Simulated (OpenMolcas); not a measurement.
**A workflow on CH6GeO (SMILES C[O][GeH3])**

We compute the energy (HF/ANO-RCC-MB), then the energy (CASSCF(2,2)/ANO-RCC-VDZP), then the energy along one coordinate (CASPT2(2,2)/ANO-RCC-VDZP), then the energy along one coordinate (SC-NEVPT2(2,2)/ANO-RCC-VDZP), then an energy scan (MC-PDFT[tPBE](2,2)/ANO-RCC-VDZP) of CH6GeO. 

Program for the calculation: OpenMolcas 26.06.

## (1) The molecule

The species is CH6GeO (9 atoms), meant as a singlet with charge 0. SMILES: `C[O][GeH3]`. The shape is that of a PBE0-D4/def2-TZVP optimisation.

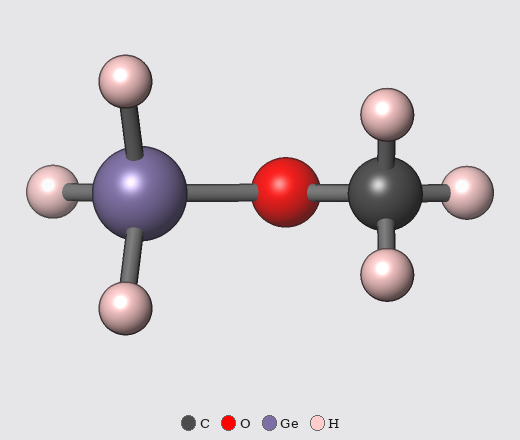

Viewed from a chosen angle; carbon dark grey, oxygen red, germanium purple, hydrogen pink.

## (2) The energy at HF/ANO-RCC-MB (DKH2) (run 1)

mol.xyz reads:

```xyz
9

C     -0.461600     0.939500    -0.879600
O     -0.657300    -0.383600    -0.447300
Ge     0.409500    -1.004400     0.834300
H     -1.194400     1.152600    -1.661500
H      0.540900     1.094500    -1.301500
H     -0.607700     1.666800    -0.069200
H      1.870200    -0.939000     0.345100
H     -0.054100    -2.444000     1.070300
H      0.242900    -0.128600     2.092200
```

step1.input reads:

```
&GATEWAY
Coord=mol.xyz
Basis=ANO-RCC-MB
Group=NoSym
&SEWARD
&SCF
PrOrbitals=0
&LOCALISATION
Occupied
Freeze
Pipek-Mezey
&LOCALISATION
FileOrb=$Project.LocOrb
Virtual
Pipek-Mezey
```

On the command line:

```
$ export MOLCAS_MEM=1860
$ pymolcas step1.input > step1.log
```

Standard output:

```text
--- Start Module: gateway ---
[...]
--- Stop Module: gateway /rc=_RC_ALL_IS_WELL_ ---
[...]
      Basis functions           34
[...]
       Convergence after  10 Iterations
[...]
::    Total SCF energy                              -2213.1210339151
[...]
      Total spin, S                                     0.0000000000
[...]
      Total electronic charge=   52.000000
      Total            charge=   -0.000000
[...]
      Dipole Moment (debye):
      Origin of the operator (angstrom)=    0.1391   -0.6364    0.4116
                   X=  1.2223E+00               Y=  6.5179E-01               Z=  8.3525E-01           Total=  1.6175E+00
      Quadrupole Moment (debye*angstrom):
[...]
--- Start Module: localisation ---
[...]
--- Stop Module: localisation /rc=_RC_ALL_IS_WELL_ ---
--- Start Module: localisation ---
[...]
--- Stop Module: localisation /rc=_RC_ALL_IS_WELL_ ---
[...]
```

It took 3.3 s on 1 thread of AMD EPYC 9R45 (Zen 5), shared host; peak memory 0.41 GiB.

## (3) A single-point energy at CASSCF(2,2)/ANO-RCC-VDZP (DKH2, RICD fitting) (run 2)

mol.xyz is that of step 2.

step2.inp reads:

```
* CH6GeO CASSCF

&GATEWAY
  Coord=mol.xyz
  Basis=ANO-RCC-MB
  Group=NoSym

&SEWARD

&RASSCF
  FileOrb=$CurrDir/step1.LocOrb
  Alter=2
  1 22 26
  1 27 31
  Spin=1
  Nactel=2 0 0
  Inactive=25
  Ras2=2
  OrbListing=Nothing
>>> COPY $Project.RunFile RUNFIL1
>>> COPY $Project.RasOrb INPORB

&GATEWAY
  Coord=mol.xyz
  Basis=ANO-RCC-VDZP
  Group=NoSym
  RICD

&SEWARD
>>> COPY $Project.RunFile RUNFIL2

&EXPBAS

&RASSCF
  FileOrb=$Project.ExpOrb
  Spin=1
  Nactel=2 0 0
  Inactive=25
  Ras2=2
  OrbListing=Nothing
  OrbAppear=Compact
```

On the command line:

```
$ export MOLCAS_MEM=1860
$ pymolcas step2.inp > step2.log
```

Standard output:

```text
--- Start Module: gateway ---
[...]
--- Stop Module: gateway /rc=_RC_ALL_IS_WELL_ ---
[...]
      Basis functions           34
[...]
      Number of active orbitals                  2
[...]
      Spin quantum number                      0.0
[...]
      Active orbitals                            2
[...]
      Number of CSFs                             3
[...]
      Number of root(s) required                 1
[...]
      Convergence after 13 iterations
[...]
      printout of CI-coefficients larger than  0.05 for root  1
      energy=   -2213.139676
      conf/sym  11     Coeff  Weight
             1  20   0.99441 0.98884
             3  02  -0.10563 0.01116
      Natural orbitals and occupation numbers for root  1
      sym 1:   1.977683   0.022317
      ************************************************************************************************************************
      *                                                    Final results                                                     *
[...]
::    RASSCF root number  1 Total energy:  -2213.13967588
[...]
      Basis functions           85
[...]
--- Start Module: expbas ---
[...]
--- Stop Module: expbas /rc=_RC_ALL_IS_WELL_ ---
--- Start Module: rasscf ---
[...]
      Convergence after 16 iterations
[...]
      Natural orbitals and occupation numbers for root  1
      sym 1:   1.979662   0.020338
      ************************************************************************************************************************
      *                                                    Final results                                                     *
[...]
::    RASSCF root number  1 Total energy:  -2213.36502866
[...]
      Total electronic charge=   52.000000
      Total            charge=   -0.000000
[...]
      Dipole Moment (debye):
      Origin of the operator (angstrom)=    0.1391   -0.6364    0.4116
                   X=  1.2160E+00               Y=  5.8071E-01               Z=  8.6241E-01           Total=  1.5999E+00
      Quadrupole Moment (debye*angstrom):
[...]
--- Stop Module: rasscf /rc=_RC_ALL_IS_WELL_ ---
[...]
```

It took 9 s on 1 thread of AMD EPYC 9R45 (Zen 5), shared host; peak memory 0.41 GiB.

## (4) The energy along one coordinate at CASPT2(2,2)/ANO-RCC-VDZP (DKH2, RICD fitting, ipea shift 0.25 Eh, pt2 variant SS) (run 3)

step3.inp reads:

```
* CH6GeO CASPT2
>>> COPY $CurrDir/step2.RasOrb $Project.RasOrb
>>> ForEach K in (1, 2, 3, 4, 5, 6, 7, 8, 9)

&GATEWAY
 Coord
 $CurrDir/point$K.xyz
 Basis
 ANO-RCC-VDZP
 Group
 NoSym
 RICD

&SEWARD

&RASSCF
 FileOrb
 $Project.RasOrb
 Spin
 1
 Nactel
 2 0 0
 Inactive
 25
 Ras2
 2
 OrbListing
 Nothing
 OrbAppear
 Compact

&CASPT2
 Imaginary
 0.2
 Frozen
 11
>>> EndDo
```

On the command line:

```
$ export MOLCAS_MEM=1860
$ pymolcas step3.inp > step3.log
```

Standard output:

```text
[...]
      Basis functions           85
[...]
      Number of active orbitals                  2
[...]
      Spin quantum number                      0.0
[...]
      Active orbitals                            2
[...]
      Number of CSFs                             3
[...]
      Number of root(s) required                 1
[...]
      Convergence after 12 iterations
[...]
      Natural orbitals and occupation numbers for root  1
      sym 1:   1.988296   0.011704
      ************************************************************************************************************************
      *                                                    Final results                                                     *
[...]
::    RASSCF root number  1 Total energy:  -2213.34411067
[...]
::    CASPT2 Root  1     Total energy:  -2213.95249047
[...]
      Convergence after 16 iterations
[...]
      Natural orbitals and occupation numbers for root  1
      sym 1:   1.979632   0.020368
      ************************************************************************************************************************
      *                                                    Final results                                                     *
[...]
      Convergence after 14 iterations
[...]
      Natural orbitals and occupation numbers for root  1
      sym 1:   1.623394   0.376606
      ************************************************************************************************************************
      *                                                    Final results                                                     *
[...]
      Convergence after 14 iterations
[...]
      Natural orbitals and occupation numbers for root  1
      sym 1:   1.353676   0.646324
      ************************************************************************************************************************
      *                                                    Final results                                                     *
[...]
      Convergence after 10 iterations
[...]
      Natural orbitals and occupation numbers for root  1
      sym 1:   1.148047   0.851953
      ************************************************************************************************************************
      *                                                    Final results                                                     *
[...]
::    RASSCF root number  1 Total energy:  -2213.23387861
[...]
::    CASPT2 Root  1     Total energy:  -2213.80962370
[...]
      Convergence after 10 iterations
[...]
::    RASSCF root number  1 Total energy:  -2213.23294480
[...]
::    CASPT2 Root  1     Total energy:  -2213.80666207
[...]
```

Run time: 55 s. Hardware: 1 thread of AMD EPYC 9R45 (Zen 5), shared host; peak memory 0.24 GiB.

The scan, from its lowest point:

```
O2–C1 (Å)  energy (kJ/mol)
    1.265             53.3
    1.406              0.0
    1.546             21.3
    1.757            104.8
    2.038            227.2
    2.390            339.5
    2.811            403.5
    3.373            428.4
    4.217            436.2
```

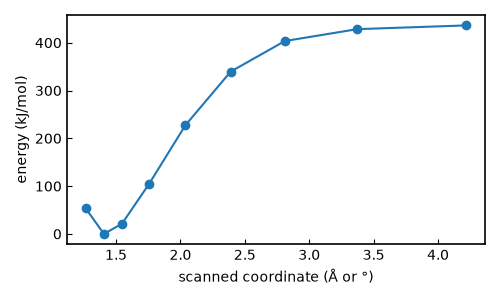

Energy along the scan.

## (5) An energy scan at SC-NEVPT2(2,2)/ANO-RCC-VDZP (DKH2, RICD fitting, pt2 variant SC-NEVPT2) (run 4)

step4.inp reads:

```
>>> COPY $CurrDir/step2.RasOrb $Project.RasOrb
>>> ForEach K in (1, 2, 3, 4, 5, 6, 7, 8, 9)

&GATEWAY
  COORD
  $CurrDir/point$K.xyz
  BASIS
  ANO-RCC-VDZP
  GROUP
  NoSym
  RICD

&SEWARD

&RASSCF
  FILEORB
  $Project.RasOrb
  SPIN
  1
  NACTEL
  2 0 0
  INACTIVE
  25
  RAS2
  2
  ORBLISTING
  Nothing
  ORBAPPEAR
  Compact

&CASPT2
  SC-NEVPT2
  FROZEN
  11
>>> EndDo
```

On the command line:

```
$ export MOLCAS_MEM=1860
$ pymolcas step4.inp > step4.log
```

Standard output:

```text
[...]
      Basis functions           85
[...]
      Number of active orbitals                  2
[...]
      Spin quantum number                      0.0
[...]
      Active orbitals                            2
[...]
      Number of CSFs                             3
[...]
      Number of root(s) required                 1
[...]
      Convergence after 12 iterations
[...]
      printout of CI-coefficients larger than  0.05 for root  1
      energy=   -2213.344111
      conf/sym  11     Coeff  Weight
             1  20   0.99707 0.99415
             3  02  -0.07650 0.00585
      Natural orbitals and occupation numbers for root  1
      sym 1:   1.988296   0.011704
      ************************************************************************************************************************
      *                                                    Final results                                                     *
[...]
::    RASSCF root number  1 Total energy:  -2213.34411067
[...]
      E2 (Variational):          -0.6048148405
[...]
::    SC-NEVPT2 Root  1     Total energy:  -2213.94882136
[...]
      Convergence after 16 iterations
[...]
      Natural orbitals and occupation numbers for root  1
      sym 1:   1.979632   0.020368
      ************************************************************************************************************************
      *                                                    Final results                                                     *
[...]
      Convergence after 14 iterations
[...]
      Natural orbitals and occupation numbers for root  1
      sym 1:   1.623394   0.376606
      ************************************************************************************************************************
      *                                                    Final results                                                     *
[...]
      Convergence after 14 iterations
[...]
      Natural orbitals and occupation numbers for root  1
      sym 1:   1.353676   0.646324
      ************************************************************************************************************************
      *                                                    Final results                                                     *
[...]
      Convergence after 10 iterations
[...]
::    RASSCF root number  1 Total energy:  -2213.23387861
[...]
::    SC-NEVPT2 Root  1     Total energy:  -2213.80365101
[...]
      Convergence after 10 iterations
[...]
::    RASSCF root number  1 Total energy:  -2213.23294480
[...]
      E2 (Variational):          -0.5681238432
[...]
      Reference weight:           0.86371
[...]
::    SC-NEVPT2 Root  1     Total energy:  -2213.80106864
[...]
```

Run time: 51 s. Hardware: 1 thread of AMD EPYC 9R45 (Zen 5), shared host; peak memory 0.24 GiB.

The scan, from its lowest point:

```
O2–C1 (Å)  energy (kJ/mol)
    1.265             59.3
    1.406              0.0
    1.546             16.1
    1.757             96.8
    2.038            225.2
    2.390            348.7
    2.811            416.2
    3.373            440.4
    4.217            447.2
```

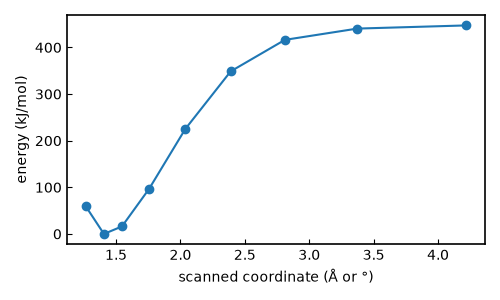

Energy along the scan.

## (6) The energy along one coordinate at MC-PDFT[tPBE](2,2)/ANO-RCC-VDZP (DKH2, RICD fitting) (run 5)

step5.input reads:

```
>>> COPY $CurrDir/step2.RasOrb $Project.RasOrb
>>> ForEach K in (1, 2, 3, 4, 5, 6, 7, 8, 9)

&GATEWAY
  Coord=$CurrDir/point$K.xyz
  Basis=ANO-RCC-VDZP
  Group=NoSym
  RICD

&SEWARD

&RASSCF
  FileOrb=$Project.RasOrb
  Spin=1
  Nactel=2 0 0
  Inactive=25
  Ras2=2
  OrbListing=Nothing
  OrbAppear=Compact

&MCPDFT
  KSDFT=T:PBE
>>> EndDo
```

On the command line:

```
$ export MOLCAS_MEM=1860
$ pymolcas step5.input > step5.log
```

Standard output:

```text
--- Start Module: gateway ---
[...]
      Basis functions           85
[...]
      Number of active orbitals                  2
[...]
      Spin quantum number                      0.0
[...]
      Active orbitals                            2
[...]
      Number of CSFs                             3
[...]
      Number of root(s) required                 1
[...]
      Convergence after 12 iterations
[...]
      printout of CI-coefficients larger than  0.05 for root  1
      energy=   -2213.344111
      conf/sym  11     Coeff  Weight
             1  20   0.99707 0.99415
             3  02  -0.07650 0.00585
      Natural orbitals and occupation numbers for root  1
      sym 1:   1.988296   0.011704
      ************************************************************************************************************************
      *                                                    Final results                                                     *
[...]
::    RASSCF root number  1 Total energy:  -2213.34411067
[...]
::    MCPDFT root number  1 Total energy:  -2215.28306224
[...]
      Convergence after 16 iterations
[...]
      Natural orbitals and occupation numbers for root  1
      sym 1:   1.979632   0.020368
      ************************************************************************************************************************
      *                                                    Final results                                                     *
[...]
      Convergence after 14 iterations
[...]
      Natural orbitals and occupation numbers for root  1
      sym 1:   1.623394   0.376606
      ************************************************************************************************************************
      *                                                    Final results                                                     *
[...]
      Convergence after 14 iterations
[...]
      Natural orbitals and occupation numbers for root  1
      sym 1:   1.353676   0.646324
      ************************************************************************************************************************
      *                                                    Final results                                                     *
[...]
      Convergence after 10 iterations
[...]
::    RASSCF root number  1 Total energy:  -2213.23387861
[...]
::    MCPDFT root number  1 Total energy:  -2215.13027133
[...]
      Convergence after 10 iterations
[...]
::    RASSCF root number  1 Total energy:  -2213.23294480
[...]
      Total electronic charge=   52.000000
      Total            charge=   -0.000000
[...]
::    MCPDFT root number  1 Total energy:  -2215.12871961
[...]
```

It took 54 s on 1 thread of AMD EPYC 9R45 (Zen 5), shared host; peak memory 0.24 GiB.

The scan, from its lowest point:

```
O2–C1 (Å)  energy (kJ/mol)
    1.265             50.5
    1.406              0.0
    1.546             22.1
    1.757            106.4
    2.038            232.8
    2.390            356.6
    2.811            427.8
    3.373            451.7
    4.217            455.8
```

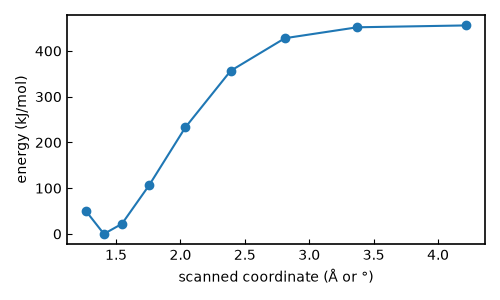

Energy along the scan.

## (7) Outcome

| quantity | value |
| --- | --- |
| run 1, HF/ANO-RCC-MB: total energy | -2213.12103 Eh |
| run 1, HF/ANO-RCC-MB: dipole moment | 1.62 D |
| run 1, HF/ANO-RCC-MB: HOMO energy | -12.01 eV |
| run 1, HF/ANO-RCC-MB: LUMO energy | 5.98 eV |
| run 1, HF/ANO-RCC-MB: HOMO–LUMO gap | 17.99 eV |
| run 2, CASSCF(2,2)/ANO-RCC-VDZP: total energy | -2213.36503 Eh |
| run 2, CASSCF(2,2)/ANO-RCC-VDZP: dipole moment (CASSCF density) | 1.60 D |
| run 3, CASPT2(2,2)/ANO-RCC-VDZP: lowest energy of the scan | -2213.97279 Eh |
| run 4, SC-NEVPT2(2,2)/ANO-RCC-VDZP: lowest energy of the scan | -2213.97140 Eh |
| run 5, MC-PDFT[tPBE](2,2)/ANO-RCC-VDZP: lowest energy of the scan | -2215.30231 Eh |
